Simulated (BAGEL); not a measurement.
# A workflow on BSiH5 (boranylsilane)

Wanted: the energy (HF/def2-SVP), then a single-point energy (NEVPT2(2,2)/def2-SVP), then a single-point energy (CASPT2(2,2)/def2-SVP) of BSiH5 (boranylsilane). 

The calculation is run with BAGEL 1.2.2.

1 further run of the same task is left out (set aside as unsound or not needed).

## (1) The molecule

The species is BSiH5 (7 atoms), meant as a singlet with charge 0. SMILES: `B[SiH3]`. The coordinates come from a PBE0-D4/def2-TZVP relaxation.

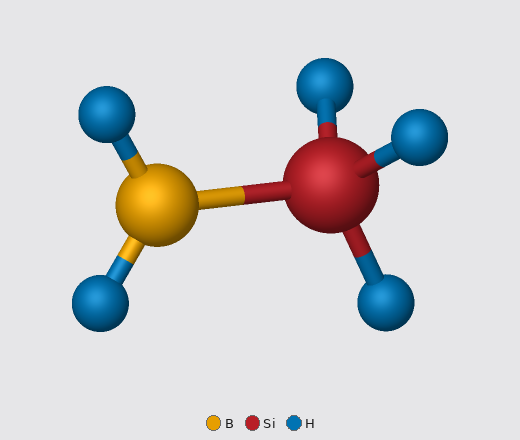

Viewed from a chosen angle; boron amber, silicon red, hydrogen blue.

## (2) A single-point energy at HF/def2-SVP (density fitting with svp-jkfit) (run 1)

Input file job.json:

```json
{ "bagel" : [

{
  "title" : "molecule",
  "basis" : "svp",
  "df_basis" : "svp-jkfit",
  "geometry" : [
    { "atom" : "B", "xyz" : [    -0.08160782,    -2.24689570,     0.38612207 ] },
    { "atom" : "Si", "xyz" : [     0.16840294,     1.48399059,    -0.28057331 ] },
    { "atom" : "H", "xyz" : [    -2.12780327,    -3.19478232,     0.54826057 ] },
    { "atom" : "H", "xyz" : [     1.71287611,    -3.59521529,     0.63386516 ] },
    { "atom" : "H", "xyz" : [    -1.16407129,     2.06622654,    -2.69701713 ] },
    { "atom" : "H", "xyz" : [    -1.17840487,     2.86613627,     1.77563769 ] },
    { "atom" : "H", "xyz" : [     2.78642952,     2.49215947,    -0.45253838 ] }
  ]
},

{
  "title" : "hf"
},

{
  "title" : "print",
  "file" : "orbitals.molden",
  "orbitals" : true
}

]}
```

Command:

```sh
$ BAGEL_NUM_THREADS=1 BAGEL job.json > job.out
```

What it wrote:

```text
* using 1 threads per process

  ===============================================================
  ===============================================================

  *** Geometry ***

  { "atom" : "B", "xyz" : [     -0.081608,     -2.246896,      0.386122 ] },
  { "atom" : "Si", "xyz" : [      0.168403,      1.483991,     -0.280573 ] },
  { "atom" : "H", "xyz" : [     -2.127803,     -3.194782,      0.548261 ] },
  { "atom" : "H", "xyz" : [      1.712876,     -3.595215,      0.633865 ] },
  { "atom" : "H", "xyz" : [     -1.164071,      2.066227,     -2.697017 ] },
  { "atom" : "H", "xyz" : [     -1.178405,      2.866136,      1.775638 ] },
  { "atom" : "H", "xyz" : [      2.786430,      2.492159,     -0.452538 ] },

  Number of auxiliary basis functions:      293

  Since a DF basis is specified, we compute 2- and 3-index integrals:
    o Being stored without compression. Storage requirement is 0.008 GB

  Number of basis functions:       57
  Number of electrons      :       24

    * METHOD: MOLECULE                             0.06

  *** RHF ***

  === Nuclear Repulsion ===
    47.5643304946

      * DIIS with orbital gradients will be used.

  === RHF iteration (svp) ===
      0       -316.32366564          0.01100322           0.01
      1       -316.36570410          0.00310967           0.01
      2       -316.36951674          0.00069570           0.01
      3       -316.36969145          0.00012967           0.01
      4       -316.36970128          0.00002085           0.01
      5       -316.36970155          0.00000398           0.01
      6       -316.36970156          0.00000075           0.01
      7       -316.36970156          0.00000017           0.01
      8       -316.36970156          0.00000003           0.01
      9       -316.36970156          0.00000001           0.01
    * SCF iteration converged.

    * Permanent dipole moment:
           (   -0.022880,     0.225042,    -0.040432) a.u.

    * METHOD: HF                                   0.13

    * METHOD: PRINT                                0.01

  ===============================================================
```

Wall time 0.4 s (1 thread of Intel Xeon Platinum 8488C (Sapphire Rapids), shared host); peak memory 0.15 GiB.

## (3) A single-point energy at NEVPT2(2,2)/def2-SVP (density fitting with svp-jkfit) (run 2)

Input file input.json:

```json
{ "bagel" : [

{
  "title" : "molecule",
  "basis" : "svp",
  "df_basis" : "svp-jkfit",
  "angstrom" : "false",
  "geometry" : [
    { "atom" : "B", "xyz" : [ -0.08160782, -2.24689570,  0.38612207 ] },
    { "atom" : "Si", "xyz" : [  0.16840294,  1.48399059, -0.28057331 ] },
    { "atom" : "H", "xyz" : [ -2.12780327, -3.19478232,  0.54826057 ] },
    { "atom" : "H", "xyz" : [  1.71287611, -3.59521529,  0.63386516 ] },
    { "atom" : "H", "xyz" : [ -1.16407129,  2.06622654, -2.69701713 ] },
    { "atom" : "H", "xyz" : [ -1.17840487,  2.86613627,  1.77563769 ] },
    { "atom" : "H", "xyz" : [  2.78642952,  2.49215947, -0.45253838 ] }
  ]
},
{ "title" : "hf" },
{ "title" : "casscf", "nstate" : 1, "nact" : 2, "nclosed" : 11, "active" : [10, 16], "maxiter" : 200, "natocc" : "true" },
{ "title" : "nevpt2", "nstate" : 1, "nact" : 2, "nclosed" : 11, "active" : [10, 16], "maxiter" : 200, "natocc" : "true", "ncore" : 6 },
{ "title" : "print", "file" : "orbitals.molden", "orbitals" : "true" }

]}
```

Command:

```sh
$ BAGEL_NUM_THREADS=1 BAGEL input.json > input.out
```

What it wrote:

```text
* using 1 threads per process

  ===============================================================
  ===============================================================

  *** Geometry ***

  { "atom" : "B", "xyz" : [     -0.081608,     -2.246896,      0.386122 ] },
  { "atom" : "Si", "xyz" : [      0.168403,      1.483991,     -0.280573 ] },
  { "atom" : "H", "xyz" : [     -2.127803,     -3.194782,      0.548261 ] },
  { "atom" : "H", "xyz" : [      1.712876,     -3.595215,      0.633865 ] },
  { "atom" : "H", "xyz" : [     -1.164071,      2.066227,     -2.697017 ] },
  { "atom" : "H", "xyz" : [     -1.178405,      2.866136,      1.775638 ] },
  { "atom" : "H", "xyz" : [      2.786430,      2.492159,     -0.452538 ] },

  Number of auxiliary basis functions:      293

  Since a DF basis is specified, we compute 2- and 3-index integrals:
    o Being stored without compression. Storage requirement is 0.008 GB

  Number of basis functions:       57
  Number of electrons      :       24

    * METHOD: MOLECULE                             0.06

  *** RHF ***

  === Nuclear Repulsion ===
    47.5643304946

      * DIIS with orbital gradients will be used.

  === RHF iteration (svp) ===
      0       -316.32366564          0.01100322           0.01
      1       -316.36570410          0.00310967           0.01
      2       -316.36951674          0.00069570           0.01
      3       -316.36969145          0.00012967           0.01
      4       -316.36970128          0.00002085           0.01
      5       -316.36970155          0.00000398           0.01
      6       -316.36970156          0.00000075           0.01
      7       -316.36970156          0.00000017           0.01
      8       -316.36970156          0.00000003           0.01
      9       -316.36970156          0.00000001           0.01
    * SCF iteration converged.

    * Permanent dipole moment:
           (   -0.022880,     0.225042,    -0.040432) a.u.

    * METHOD: HF                                   0.13

  ---------------------------
      CASSCF calculation
  ---------------------------

    ==== Active orbitals : =====
         Orbital 10
         Orbital 16
    ============================

    * nstate   :      1
    * nclosed  :     11
    * nact     :      2
    * nvirt    :     44
  === CASSCF iteration (svp) ===

    * Using the second-order algorithm

      0  0      -316.37049998     2.14e-04      0.00

      1  0      -316.37367232     2.80e-04      0.07

      2  0      -316.37403668     1.44e-04      0.06

      3  0      -316.37405096     5.84e-05      0.08

      4  0      -316.37405172     1.97e-05      0.08

      5  0      -316.37405178     6.16e-06      0.09

      6  0      -316.37405178     1.87e-06      0.07

      7  0      -316.37405178     5.59e-07      0.09

      8  0      -316.37405178     1.66e-07      0.06

      9  0      -316.37405178     4.93e-08      0.07

     10  0      -316.37405178     1.46e-08      0.06

     11  0      -316.37405178     4.32e-09      0.07

    * Second-order optimization converged. *

     guess   0:   closed 1.                   open ..

  === FCI iteration ===

      0  0      -316.36966007     3.73e-02      0.00
      1  0      -316.37404528     1.06e-03      0.00
      2  0 *    -316.37405178     3.53e-16      0.00

     * ci vector, state   0, <S^2> = 0.0000
       2.     0.9982695524
       .2    -0.0588039184

    * METHOD: CASSCF                               0.81

    * freezing 6 orbitals

  === DF-NEVPT2 calculation ===

    * 3-index integral transformation done
    * assembly done

      NEVPT2 correlation energy:   -0.1853002373      0.03

          (+0)     -0.1323454741
          (+0)'    -0.0150837490
          (+1)     -0.0038938266
          (+1)'    -0.0000000000
          (+2)     -0.0011640195
          (-1)     -0.0243558435
          (-1)'     0.0000000000
          (-2)     -0.0084573245

      NEVPT2 total energy:       -316.5593520188

    * METHOD: NEVPT2                               0.06

    * METHOD: PRINT                                0.01

  ===============================================================
```

Wall time 1.3 s (1 thread of Intel Xeon Platinum 8488C (Sapphire Rapids), shared host); peak memory 0.15 GiB.

## (4) A single-point energy at CASPT2(2,2)/def2-SVP (density fitting with svp-jkfit) (run 3)

Input file calc.json:

```json
{ "bagel" : [

{
  "title" : "molecule",
  "basis" : "svp",
  "df_basis" : "svp-jkfit",
  "geometry" : [
    { "atom" : "B", "xyz" : [    -0.08160782,    -2.24689570,     0.38612207 ] },
    { "atom" : "Si", "xyz" : [     0.16840294,     1.48399059,    -0.28057331 ] },
    { "atom" : "H", "xyz" : [    -2.12780327,    -3.19478232,     0.54826057 ] },
    { "atom" : "H", "xyz" : [     1.71287611,    -3.59521529,     0.63386516 ] },
    { "atom" : "H", "xyz" : [    -1.16407129,     2.06622654,    -2.69701713 ] },
    { "atom" : "H", "xyz" : [    -1.17840487,     2.86613627,     1.77563769 ] },
    { "atom" : "H", "xyz" : [     2.78642952,     2.49215947,    -0.45253838 ] }
  ]
},

{
  "title" : "hf"
},

{
  "title" : "casscf",
  "nstate" : 1,
  "nact" : 2,
  "nclosed" : 11,
  "active" : [10, 16],
  "maxiter" : 200,
  "natocc" : true
},

{
  "title" : "print",
  "file" : "orbitals.molden",
  "orbitals" : true
},

{
  "title" : "smith",
  "method" : "caspt2",
  "ms" : true,
  "xms" : true,
  "sssr" : true,
  "shift" : 0.2,
  "shift_imag" : true,
  "ncore" : 6
}

]}
```

Command:

```sh
$ BAGEL_NUM_THREADS=1 BAGEL calc.json > calc.out
```

What it wrote:

```text
* using 1 threads per process

  ===============================================================
  ===============================================================

  *** Geometry ***

  { "atom" : "B", "xyz" : [     -0.081608,     -2.246896,      0.386122 ] },
  { "atom" : "Si", "xyz" : [      0.168403,      1.483991,     -0.280573 ] },
  { "atom" : "H", "xyz" : [     -2.127803,     -3.194782,      0.548261 ] },
  { "atom" : "H", "xyz" : [      1.712876,     -3.595215,      0.633865 ] },
  { "atom" : "H", "xyz" : [     -1.164071,      2.066227,     -2.697017 ] },
  { "atom" : "H", "xyz" : [     -1.178405,      2.866136,      1.775638 ] },
  { "atom" : "H", "xyz" : [      2.786430,      2.492159,     -0.452538 ] },

  Number of auxiliary basis functions:      293

  Since a DF basis is specified, we compute 2- and 3-index integrals:
    o Being stored without compression. Storage requirement is 0.008 GB

  Number of basis functions:       57
  Number of electrons      :       24

    * METHOD: MOLECULE                             0.09

  *** RHF ***

  === Nuclear Repulsion ===
    47.5643304946

      * DIIS with orbital gradients will be used.

  === RHF iteration (svp) ===
      0       -316.32366564          0.01100322           0.01
      1       -316.36570410          0.00310967           0.01
      2       -316.36951674          0.00069570           0.01
      3       -316.36969145          0.00012967           0.01
      4       -316.36970128          0.00002085           0.01
      5       -316.36970155          0.00000398           0.01
      6       -316.36970156          0.00000075           0.01
      7       -316.36970156          0.00000017           0.01
      8       -316.36970156          0.00000003           0.01
      9       -316.36970156          0.00000001           0.01
    * SCF iteration converged.

    * Permanent dipole moment:
           (   -0.022880,     0.225042,    -0.040432) a.u.

    * METHOD: HF                                   0.14

  ---------------------------
      CASSCF calculation
  ---------------------------

    ==== Active orbitals : =====
         Orbital 10
         Orbital 16
    ============================

    * nstate   :      1
    * nclosed  :     11
    * nact     :      2
    * nvirt    :     44
  === CASSCF iteration (svp) ===

    * Using the second-order algorithm

      0  0      -316.37049998     2.14e-04      0.00

      1  0      -316.37367232     2.80e-04      0.06

      2  0      -316.37403668     1.44e-04      0.06

      3  0      -316.37405096     5.84e-05      0.08

      4  0      -316.37405172     1.97e-05      0.08

      5  0      -316.37405178     6.16e-06      0.09

      6  0      -316.37405178     1.87e-06      0.07

      7  0      -316.37405178     5.59e-07      0.09

      8  0      -316.37405178     1.66e-07      0.06

      9  0      -316.37405178     4.93e-08      0.07

     10  0      -316.37405178     1.46e-08      0.06

     11  0      -316.37405178     4.32e-09      0.07

    * Second-order optimization converged. *

     guess   0:   closed 1.                   open ..

  === FCI iteration ===

      0  0      -316.36966007     3.73e-02      0.00
      1  0      -316.37404528     1.06e-03      0.00
      2  0 *    -316.37405178     3.53e-16      0.00

     * ci vector, state   0, <S^2> = 0.0000
       2.     0.9982695524
       .2    -0.0588039184

    * METHOD: CASSCF                               0.82

    * METHOD: PRINT                                0.01

  === SMITH program ===

    * freezing 6 orbitals

    * Approximate memory requirement for SMITH calulation per MPI process:
      o Storage requirement for T-amplitude, lambda, and residual is 0.00 GB
      o Storage requirement for MO integrals is 0.00 GB
    * Calculating and saving rdm4f

    * Zeroth order energy : state  0       -0.9502621852

    * CASPT2 iteration is performed using orthogonal basis

      -------------------------------------------  CASPT2 iteration  ---------------------------------------------------
       #      aibj      arbs      arbi      airj      risj      airs      arst      rist         Etot      error   time
      ------------------------------------------------------------------------------------------------------------------

       0  -0.13163  -0.00983  -0.02387  -0.00417  -0.00136  -0.01223  -0.00000  -0.00000   -0.1830891  0.0025366   0.02
       1  -0.13180  -0.00984  -0.02396  -0.00437  -0.00150  -0.01265  -0.00000   0.00000   -0.1841194  0.0005572   0.02
       2  -0.13182  -0.00985  -0.02393  -0.00439  -0.00151  -0.01269   0.00000  -0.00000   -0.1841900  0.0001326   0.01
       3  -0.13182  -0.00985  -0.02394  -0.00438  -0.00152  -0.01269   0.00000   0.00000   -0.1841929  0.0000335   0.02
       4  -0.13182  -0.00985  -0.02394  -0.00438  -0.00152  -0.01269   0.00000   0.00000   -0.1841931  0.0000055   0.02
       5  -0.13182  -0.00985  -0.02394  -0.00438  -0.00152  -0.01269   0.00000   0.00000   -0.1841931  0.0000014   0.02
       6  -0.13182  -0.00985  -0.02394  -0.00438  -0.00152  -0.01269  -0.00000   0.00000   -0.1841931  0.0000003   0.02

      ------------------------------------------------------------------------------------------------------------------

    * CASPT2 energy : state  0     -316.5596926975
        w/o shift correction       -316.5582449237
        reference weight              0.9282777512

    * METHOD: SMITH                                0.15

  ===============================================================
```

It took 1.4 s on 1 thread of Intel Xeon Platinum 8488C (Sapphire Rapids), shared host; peak memory 0.15 GiB.

## (5) Results

| quantity | value |
| --- | --- |
| run 1, HF/def2-SVP: total energy | -316.36970 Eh |
| run 1, HF/def2-SVP: dipole moment | 0.58 D |
| run 1, HF/def2-SVP: HOMO energy | -11.47 eV |
| run 1, HF/def2-SVP: LUMO energy | 1.24 eV |
| run 1, HF/def2-SVP: HOMO–LUMO gap | 12.71 eV |
| run 2, NEVPT2(2,2)/def2-SVP: total energy | -316.55935 Eh |
| run 3, CASPT2(2,2)/def2-SVP: total energy | -316.55969 Eh |
